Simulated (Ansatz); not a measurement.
# B₃ (quartet): wB97M-V, B2PLYP over vertical spin and charge gaps, def2-QZVPP

How well do these functionals follow the top wave-function level for B₃ (quartet) over vertical spin and charge gaps?

Method: def2-QZVPP, all electrons in the functionals, frozen cores in the correlation of double hybrids and RPA; program: Ansatz 0.2.0, Gaussian basis.

The runs, in order: wB97M-V, B2PLYP, at charge 0, quartet; charge 0, doublet; charge 0, sextet; charge 1, triplet; charge 1, quintet.

## (1) The geometry

The geometry is a PBE0/def2-TZVP stationary point (not a proven minimum).

3 atoms, charge 0, spin multiplicity 4.

Atoms are counted from 1 here; the program's logs count them from 0.

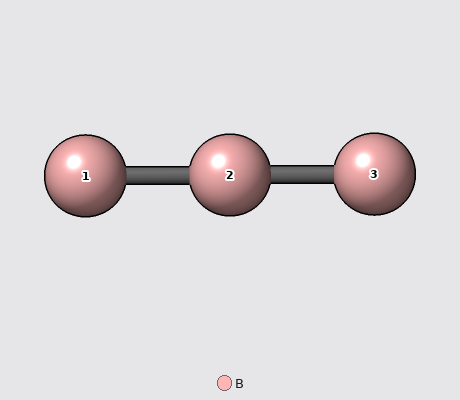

The structure; boron pink; atoms are numbered from 1 in the order of the file.

No dispersion term is added; wB97M-V holds VV10 nonlocal correlation.

The geometry shown and the zero of energy belong to the point charge 0, quartet. The yardstick, UCCSD(T), and other wave-function levels (R restricted, U unrestricted, valence and pair active spaces) come from earlier runs.

## (2) wB97M-V, charge 0, quartet

File in.yaml:

```yaml
crystal:
  periodic: [false, false, false]
  atoms:
    - {symbol: B, position_ang: [0.000000, 0.000000, 1.521500]}
    - {symbol: B, position_ang: [0.000000, 0.000000, 0.000000]}
    - {symbol: B, position_ang: [0.000000, 0.000000, -1.521500]}
basis:
  gaussian: {orbitals: "def2-QZVPP.json"}
magnetization: {spin_polarized: true, initial_magnetization: 3}
hamiltonian: {xc: {name: wB97M-V}}
output: {orbitals: {seedname: orbitals}}
```

Run with:

```
ansatz run in.yaml --threads 1 --pin off --events-out ev --progress --plain --max-ram 2393MiB
```

The program printed (excerpt; [...] marks lines left out):

```text
Functional definition: wB97M-V
  name "wB97M-V"
  cite "Mardirossian & Head-Gordon, J. Chem. Phys. 144, 214110 (2016) doi:10.1063/1.4952647"
  cite "Becke, J. Chem. Phys. 107, 8554 (1997) doi:10.1063/1.475007"
  cite "Vydrov & Van Voorhis, J. Chem. Phys. 133, 244103 (2010) doi:10.1063/1.3521275"
  # Of w^i u^j: cxij and so on, Table III.
[...]
  gx(w, u) = 1 - cx + cx01*u + cx10*w
  gss(w, u) = css00 + css04*u^4 + css10*w + css20*w^2 + css43*w^4*u^3
  gos(w, u) = cos00 + cos10*w + (cos20 + cos21*u)*w^2 + (cos60 + cos61*u)*w^6
[...]
      + integral(e_c_pw_mod_opposite_spin*gos(b97_w_opposite, b97_u_opposite)) + vv10(b, c)
579 factors; their error is unknown
186 factors; integrals over basis functions are off by at most 1.8e-5 eV
[...]
mean field -2018.88350104 eV, -74.1926002147 hartree, gradient 1.0e-5 eV, S^2 3.753641; 4 other end points of the search recorded, 0 dependent functions left out
reference -2018.88354398 eV, -74.1926017927 hartree; 9, 6 occupied and 162, 165 virtual orbitals, 579 factors
Total energy: -2018.88354398 eV, -74.1926017927 hartree
```

It took 22 s on 1 thread of Arm Neoverse V2, shared host; peak memory 0.43 GiB.

From the report: ⟨S²⟩ of the determinant 3.754 (pure quartet: 3.75).

## (3) wB97M-V, charge 0, doublet

in.yaml, as its differences from that of step 2:

```diff
@@ -8,3 +8,3 @@
   gaussian: {orbitals: "def2-QZVPP.json"}
-magnetization: {spin_polarized: true, initial_magnetization: 3}
+magnetization: {spin_polarized: true, initial_magnetization: 1}
 hamiltonian: {xc: {name: wB97M-V}}
```

The command is unchanged.

The program printed (excerpt; [...] marks lines left out):

```text
Functional definition: wB97M-V
  name "wB97M-V"
  cite "Mardirossian & Head-Gordon, J. Chem. Phys. 144, 214110 (2016) doi:10.1063/1.4952647"
  cite "Becke, J. Chem. Phys. 107, 8554 (1997) doi:10.1063/1.475007"
  cite "Vydrov & Van Voorhis, J. Chem. Phys. 133, 244103 (2010) doi:10.1063/1.3521275"
  # Of w^i u^j: cxij and so on, Table III.
[...]
  gx(w, u) = 1 - cx + cx01*u + cx10*w
  gss(w, u) = css00 + css04*u^4 + css10*w + css20*w^2 + css43*w^4*u^3
  gos(w, u) = cos00 + cos10*w + (cos20 + cos21*u)*w^2 + (cos60 + cos61*u)*w^6
[...]
      + integral(e_c_pw_mod_opposite_spin*gos(b97_w_opposite, b97_u_opposite)) + vv10(b, c)
579 factors; their error is unknown
186 factors; integrals over basis functions are off by at most 1.8e-5 eV
[...]
mean field -2018.95380010 eV, -74.1951836575 hartree, gradient 7.7e-5 eV, S^2 2.007459; 13 other end points of the search recorded, 0 dependent functions left out
reference -2018.95384284 eV, -74.1951852283 hartree; 8, 7 occupied and 163, 164 virtual orbitals, 579 factors
Total energy: -2018.95384284 eV, -74.1951852283 hartree
```

Run time: 62 s. Hardware: 1 thread of Arm Neoverse V2, shared host; peak memory 0.53 GiB.

From the report: ⟨S²⟩ of the determinant 2.007 (pure doublet: 0.75). The determinant is far from a pure spin state, so its energy mixes those of several spin states (harmless only where they are near-degenerate, as at dissociation).

From charge 0, quartet: -0.070 eV.

## (4) wB97M-V, charge 0, sextet

in.yaml, as its differences from that of step 3:

```diff
@@ -8,3 +8,3 @@
   gaussian: {orbitals: "def2-QZVPP.json"}
-magnetization: {spin_polarized: true, initial_magnetization: 1}
+magnetization: {spin_polarized: true, initial_magnetization: 5}
 hamiltonian: {xc: {name: wB97M-V}}
```

Launched as before.

The program printed (excerpt; [...] marks lines left out):

```text
Functional definition: wB97M-V
  name "wB97M-V"
  cite "Mardirossian & Head-Gordon, J. Chem. Phys. 144, 214110 (2016) doi:10.1063/1.4952647"
  cite "Becke, J. Chem. Phys. 107, 8554 (1997) doi:10.1063/1.475007"
  cite "Vydrov & Van Voorhis, J. Chem. Phys. 133, 244103 (2010) doi:10.1063/1.3521275"
  # Of w^i u^j: cxij and so on, Table III.
[...]
  gx(w, u) = 1 - cx + cx01*u + cx10*w
  gss(w, u) = css00 + css04*u^4 + css10*w + css20*w^2 + css43*w^4*u^3
  gos(w, u) = cos00 + cos10*w + (cos20 + cos21*u)*w^2 + (cos60 + cos61*u)*w^6
[...]
      + integral(e_c_pw_mod_opposite_spin*gos(b97_w_opposite, b97_u_opposite)) + vv10(b, c)
579 factors; their error is unknown
186 factors; integrals over basis functions are off by at most 1.8e-5 eV
[...]
mean field -2018.04683645 eV, -74.1618533584 hartree, gradient 6.3e-5 eV, S^2 8.750930; 0 other end points of the search recorded, 0 dependent functions left out
reference -2018.04687834 eV, -74.1618548979 hartree; 10, 5 occupied and 161, 166 virtual orbitals, 579 factors
Total energy: -2018.04687834 eV, -74.1618548979 hartree
```

It took 8 s on 1 thread of Arm Neoverse V2, shared host; peak memory 0.34 GiB.

From the report: ⟨S²⟩ of the determinant 8.751 (pure sextet: 8.75).

From charge 0, quartet: +0.837 eV.

## (5) wB97M-V, charge 1, triplet

in.yaml, as its differences from that of step 4:

```diff
@@ -8,3 +8,4 @@
   gaussian: {orbitals: "def2-QZVPP.json"}
-magnetization: {spin_polarized: true, initial_magnetization: 5}
+total_charge: 1
+magnetization: {spin_polarized: true, initial_magnetization: 2}
 hamiltonian: {xc: {name: wB97M-V}}
```

The command is unchanged.

The program printed (excerpt; [...] marks lines left out):

```text
Functional definition: wB97M-V
  name "wB97M-V"
  cite "Mardirossian & Head-Gordon, J. Chem. Phys. 144, 214110 (2016) doi:10.1063/1.4952647"
  cite "Becke, J. Chem. Phys. 107, 8554 (1997) doi:10.1063/1.475007"
  cite "Vydrov & Van Voorhis, J. Chem. Phys. 133, 244103 (2010) doi:10.1063/1.3521275"
  # Of w^i u^j: cxij and so on, Table III.
[...]
  gx(w, u) = 1 - cx + cx01*u + cx10*w
  gss(w, u) = css00 + css04*u^4 + css10*w + css20*w^2 + css43*w^4*u^3
  gos(w, u) = cos00 + cos10*w + (cos20 + cos21*u)*w^2 + (cos60 + cos61*u)*w^6
[...]
      + integral(e_c_pw_mod_opposite_spin*gos(b97_w_opposite, b97_u_opposite)) + vv10(b, c)
579 factors; their error is unknown
186 factors; integrals over basis functions are off by at most 1.8e-5 eV
[...]
mean field -2010.37819552 eV, -73.8800360021 hartree, gradient 8.1e-6 eV, S^2 2.983252; 11 other end points of the search recorded, 0 dependent functions left out
reference -2010.37824315 eV, -73.8800377524 hartree; 8, 6 occupied and 163, 165 virtual orbitals, 579 factors
Total energy: -2010.37824315 eV, -73.8800377524 hartree
```

Wall time 64 s (1 thread of Arm Neoverse V2, shared host); peak memory 0.47 GiB.

From the report: ⟨S²⟩ of the determinant 2.983 (pure triplet: 2.00). The determinant is far from a pure spin state, so its energy mixes those of several spin states (harmless only where they are near-degenerate, as at dissociation).

From charge 0, quartet: +8.505 eV.

## (6) wB97M-V, charge 1, quintet

in.yaml, as its differences from that of step 5:

```diff
@@ -9,3 +9,3 @@
 total_charge: 1
-magnetization: {spin_polarized: true, initial_magnetization: 2}
+magnetization: {spin_polarized: true, initial_magnetization: 4}
 hamiltonian: {xc: {name: wB97M-V}}
```

Launched as before.

The program printed (excerpt; [...] marks lines left out):

```text
Functional definition: wB97M-V
  name "wB97M-V"
  cite "Mardirossian & Head-Gordon, J. Chem. Phys. 144, 214110 (2016) doi:10.1063/1.4952647"
  cite "Becke, J. Chem. Phys. 107, 8554 (1997) doi:10.1063/1.475007"
  cite "Vydrov & Van Voorhis, J. Chem. Phys. 133, 244103 (2010) doi:10.1063/1.3521275"
  # Of w^i u^j: cxij and so on, Table III.
[...]
  gx(w, u) = 1 - cx + cx01*u + cx10*w
  gss(w, u) = css00 + css04*u^4 + css10*w + css20*w^2 + css43*w^4*u^3
  gos(w, u) = cos00 + cos10*w + (cos20 + cos21*u)*w^2 + (cos60 + cos61*u)*w^6
[...]
      + integral(e_c_pw_mod_opposite_spin*gos(b97_w_opposite, b97_u_opposite)) + vv10(b, c)
579 factors; their error is unknown
186 factors; integrals over basis functions are off by at most 1.8e-5 eV
[...]
mean field -2010.71805258 eV, -73.8925255187 hartree, gradient 7.6e-6 eV, S^2 6.001378; 0 other end points of the search recorded, 0 dependent functions left out
reference -2010.71809966 eV, -73.8925272490 hartree; 9, 5 occupied and 162, 166 virtual orbitals, 579 factors
Total energy: -2010.71809966 eV, -73.8925272490 hartree
```

Run time: 8 s. Hardware: 1 thread of Arm Neoverse V2, shared host; peak memory 0.34 GiB.

From the report: ⟨S²⟩ of the determinant 6.001 (pure quintet: 6.00).

From charge 0, quartet: +8.165 eV.

## (7) B2PLYP, charge 0, quartet

File in.yaml:

```yaml
crystal:
  periodic: [false, false, false]
  atoms:
    - {symbol: B, position_ang: [0.000000, 0.000000, 1.521500]}
    - {symbol: B, position_ang: [0.000000, 0.000000, 0.000000]}
    - {symbol: B, position_ang: [0.000000, 0.000000, -1.521500]}
basis:
  gaussian: {orbitals: "def2-QZVPP.json"}
magnetization: {spin_polarized: true, initial_magnetization: 3}
hamiltonian: {xc: {name: B2PLYP}}
correlation: {electrons: outside_noble_gas}
```

The command is unchanged.

The program printed (excerpt; [...] marks lines left out):

```text
Functional definition: B2PLYP
  name "B2PLYP"
  cite "Grimme, J. Chem. Phys. 124, 034108 (2006) doi:10.1063/1.2148954"
  cite "Becke, Phys. Rev. A 38, 3098 (1988) doi:10.1103/PhysRevA.38.3098"
  cite "Lee, Yang & Parr, Phys. Rev. B 37, 785 (1988) doi:10.1103/PhysRevB.37.785"
[...]
1048 factors; integrals over basis functions are off by at most 9.2e-4 eV
[...]
mean field -2016.00645372 eV, -74.0868706759 hartree, gradient 1.8e-6 eV, S^2 3.907841; 8 other end points of the search recorded, 0 dependent functions left out
3 core orbitals not correlated: weight in the atoms' cores, before any rotation towards them, 1.000 or more for the frozen orbitals, at most 0.000 for the correlated occupied ones
reference -2016.00658267 eV, -74.0868754150 hartree; 6, 3 occupied and 162, 165 virtual orbitals, 1048 factors
second order -7.41722783 eV of doubles, -0.00000000 eV of singles
Total energy: -2018.00923419 eV, -74.1604715007 hartree
```

Wall time 19 s (1 thread of Arm Neoverse V2, shared host); peak memory 0.39 GiB.

From the report: ⟨S²⟩ of the determinant 3.908 (pure quartet: 3.75).

## (8) B2PLYP, charge 0, doublet

in.yaml, as its differences from that of step 7:

```diff
@@ -8,3 +8,3 @@
   gaussian: {orbitals: "def2-QZVPP.json"}
-magnetization: {spin_polarized: true, initial_magnetization: 3}
+magnetization: {spin_polarized: true, initial_magnetization: 1}
 hamiltonian: {xc: {name: B2PLYP}}
```

Launched as before.

The program printed (excerpt; [...] marks lines left out):

```text
Functional definition: B2PLYP
  name "B2PLYP"
  cite "Grimme, J. Chem. Phys. 124, 034108 (2006) doi:10.1063/1.2148954"
  cite "Becke, Phys. Rev. A 38, 3098 (1988) doi:10.1103/PhysRevA.38.3098"
  cite "Lee, Yang & Parr, Phys. Rev. B 37, 785 (1988) doi:10.1103/PhysRevB.37.785"
[...]
1048 factors; integrals over basis functions are off by at most 9.2e-4 eV
[...]
mean field -2016.14746648 eV, -74.0920527992 hartree, gradient 2.5e-6 eV, S^2 2.179586; 13 other end points of the search recorded, 0 dependent functions left out
3 core orbitals not correlated: weight in the atoms' cores, before any rotation towards them, 1.000 or more for the frozen orbitals, at most 0.000 for the correlated occupied ones
reference -2016.14759644 eV, -74.0920575751 hartree; 5, 4 occupied and 163, 164 virtual orbitals, 1048 factors
second order -6.73016147 eV of doubles, -0.00000000 eV of singles
Total energy: -2017.96474003 eV, -74.1588363706 hartree
```

Wall time 41 s (1 thread of Arm Neoverse V2, shared host); peak memory 0.44 GiB.

From the report: ⟨S²⟩ of the determinant 2.180 (pure doublet: 0.75). The determinant is far from a pure spin state, so its energy mixes those of several spin states (harmless only where they are near-degenerate, as at dissociation).

From charge 0, quartet: +0.044 eV.

## (9) B2PLYP, charge 0, sextet

in.yaml, as its differences from that of step 8:

```diff
@@ -8,3 +8,3 @@
   gaussian: {orbitals: "def2-QZVPP.json"}
-magnetization: {spin_polarized: true, initial_magnetization: 1}
+magnetization: {spin_polarized: true, initial_magnetization: 5}
 hamiltonian: {xc: {name: B2PLYP}}
```

Same command.

The program printed (excerpt; [...] marks lines left out):

```text
Functional definition: B2PLYP
  name "B2PLYP"
  cite "Grimme, J. Chem. Phys. 124, 034108 (2006) doi:10.1063/1.2148954"
  cite "Becke, Phys. Rev. A 38, 3098 (1988) doi:10.1103/PhysRevA.38.3098"
  cite "Lee, Yang & Parr, Phys. Rev. B 37, 785 (1988) doi:10.1103/PhysRevB.37.785"
[...]
1048 factors; integrals over basis functions are off by at most 9.2e-4 eV
[...]
mean field -2015.39509157 eV, -74.0644035315 hartree, gradient 1.9e-6 eV, S^2 8.752730; 0 other end points of the search recorded, 0 dependent functions left out
3 core orbitals not correlated: weight in the atoms' cores, before any rotation towards them, 1.000 or more for the frozen orbitals, at most 0.000 for the correlated occupied ones
reference -2015.39522188 eV, -74.0644083200 hartree; 7, 2 occupied and 161, 166 virtual orbitals, 1048 factors
second order -5.65278337 eV of doubles, -0.00000000 eV of singles
Total energy: -2016.92147339 eV, -74.1204970285 hartree
```

Wall time 5.5 s (1 thread of Arm Neoverse V2, shared host); peak memory 0.33 GiB.

From the report: ⟨S²⟩ of the determinant 8.753 (pure sextet: 8.75).

From charge 0, quartet: +1.088 eV.

## (10) B2PLYP, charge 1, triplet

in.yaml, as its differences from that of step 9:

```diff
@@ -8,3 +8,4 @@
   gaussian: {orbitals: "def2-QZVPP.json"}
-magnetization: {spin_polarized: true, initial_magnetization: 5}
+total_charge: 1
+magnetization: {spin_polarized: true, initial_magnetization: 2}
 hamiltonian: {xc: {name: B2PLYP}}
```

Launched as before.

The program printed (excerpt; [...] marks lines left out):

```text
Functional definition: B2PLYP
  name "B2PLYP"
  cite "Grimme, J. Chem. Phys. 124, 034108 (2006) doi:10.1063/1.2148954"
  cite "Becke, Phys. Rev. A 38, 3098 (1988) doi:10.1103/PhysRevA.38.3098"
  cite "Lee, Yang & Parr, Phys. Rev. B 37, 785 (1988) doi:10.1103/PhysRevB.37.785"
[...]
1048 factors; integrals over basis functions are off by at most 9.2e-4 eV
[...]
mean field -2007.90071246 eV, -73.7889901788 hartree, gradient 8.1e-6 eV, S^2 2.994606; 12 other end points of the search recorded, 0 dependent functions left out
3 core orbitals not correlated: weight in the atoms' cores, before any rotation towards them, 1.000 or more for the frozen orbitals, at most 0.000 for the correlated occupied ones
reference -2007.90085578 eV, -73.7889954460 hartree; 5, 3 occupied and 163, 165 virtual orbitals, 1048 factors
second order -5.28041418 eV of doubles, -0.00000000 eV of singles
Total energy: -2009.32656761 eV, -73.8413893893 hartree
```

It took 25 s on 1 thread of Arm Neoverse V2, shared host; peak memory 0.41 GiB.

From the report: ⟨S²⟩ of the determinant 2.995 (pure triplet: 2.00). The determinant is far from a pure spin state, so its energy mixes those of several spin states (harmless only where they are near-degenerate, as at dissociation).

From charge 0, quartet: +8.683 eV.

## (11) B2PLYP, charge 1, quintet

in.yaml, as its differences from that of step 10:

```diff
@@ -9,3 +9,3 @@
 total_charge: 1
-magnetization: {spin_polarized: true, initial_magnetization: 2}
+magnetization: {spin_polarized: true, initial_magnetization: 4}
 hamiltonian: {xc: {name: B2PLYP}}
```

Launched as before.

The program printed (excerpt; [...] marks lines left out):

```text
Functional definition: B2PLYP
  name "B2PLYP"
  cite "Grimme, J. Chem. Phys. 124, 034108 (2006) doi:10.1063/1.2148954"
  cite "Becke, Phys. Rev. A 38, 3098 (1988) doi:10.1103/PhysRevA.38.3098"
  cite "Lee, Yang & Parr, Phys. Rev. B 37, 785 (1988) doi:10.1103/PhysRevB.37.785"
[...]
1048 factors; integrals over basis functions are off by at most 9.2e-4 eV
[...]
mean field -2008.19039555 eV, -73.7996358359 hartree, gradient 1.3e-6 eV, S^2 6.004006; 2 other end points of the search recorded, 0 dependent functions left out
3 core orbitals not correlated: weight in the atoms' cores, before any rotation towards them, 1.000 or more for the frozen orbitals, at most 0.000 for the correlated occupied ones
reference -2008.19053903 eV, -73.7996411091 hartree; 6, 2 occupied and 162, 166 virtual orbitals, 1048 factors
second order -5.28541894 eV of doubles, -0.00000000 eV of singles
Total energy: -2009.61760215 eV, -73.8520847112 hartree
```

Run time: 6.5 s. Hardware: 1 thread of Arm Neoverse V2, shared host; peak memory 0.33 GiB.

From the report: ⟨S²⟩ of the determinant 6.004 (pure quintet: 6.00).

From charge 0, quartet: +8.392 eV.

## (12) Against the wave-function levels

No level is safe as a reference over these points; UCCSD(T) serves as a yardstick only. It comes from earlier runs at the same points. Energies in eV, counted from charge 0, quartet; blanks weren't run or aren't comparable.

```
   level  quartet to doublet  quartet to sextet  ionisation to the triplet cation  ionisation to the quintet cation
UCCSD(T)               0.092              1.100                             8.892                             8.594
 wB97M-V              -0.070              0.837                             8.505                             8.165
  B2PLYP               0.044              1.088                             8.683                             8.392
```

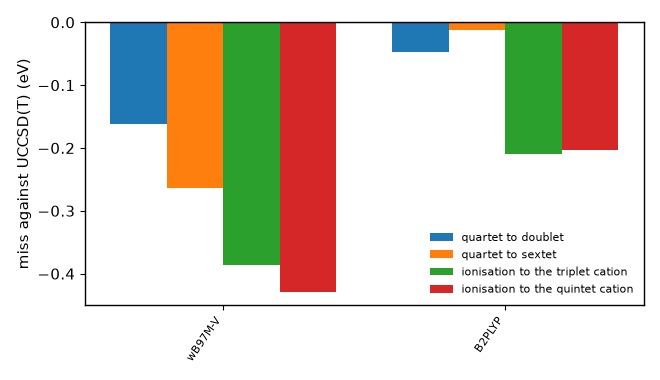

Misses of the gaps against UCCSD(T).

Largest miss and mean time a point (UCCSD(T) took 68 s a point; shared hosts):

```
  level  largest miss (eV)                             where  time a point
wB97M-V             -0.429  ionisation to the quintet cation          33 s
 B2PLYP             -0.209  ionisation to the triplet cation          19 s
```

## (13) Outcome

```
                                  quantity                                         value
              quartet to doublet, UCCSD(T)                                      0.092 eV
               quartet to sextet, UCCSD(T)                                      1.100 eV
ionisation to the triplet cation, UCCSD(T)                                      8.892 eV
ionisation to the quintet cation, UCCSD(T)                                      8.594 eV
                     largest miss, wB97M-V  -0.429 eV (ionisation to the quintet cation)
                      largest miss, B2PLYP  -0.209 eV (ionisation to the triplet cation)
```

In words: Of the functionals, B2PLYP keep the smallest largest miss at the points compared (at most 0.209 eV) and wB97M-V strays most (0.429 eV, at ionisation to the quintet cation). wB97M-V, B2PLYP clearly break the spin symmetry at some points (⟨S²⟩ up to 1.43 above the pure value), so energy there is bought with a mixed spin. Functionals and the yardstick converge differently with the basis, so part of each miss in def2-QZVPP is the basis. The yardstick itself may be off where one determinant is a poor start.
